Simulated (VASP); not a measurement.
Band structure of SiC (space group F-43m). These are modified Becke-Johnson potential (mBJ), VASP's PBE PAW potentials (set 64) (plane waves; VASP 6.6.1) values and carry that method's errors.

mBJ is a potential without an energy functional, so only the levels count.

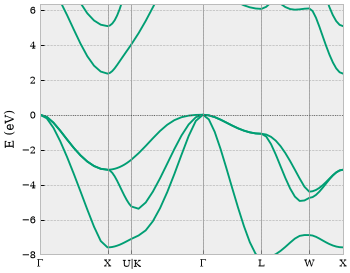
Fig. 1. Bands along high-symmetry lines, zero at the valence-band maximum or, without a gap, the Fermi level

Problem. Read the plot: is there a gap, and where are the band edges?

Solution. The gap is indirect, 2.35 eV, from the valence maximum at Γ to the conduction minimum at X.

The structure comes from a computed database's SiC entry (F-43m); how it stands against other phases isn't given here. It was relaxed first. The cell's shape comes from a PBE relaxation.
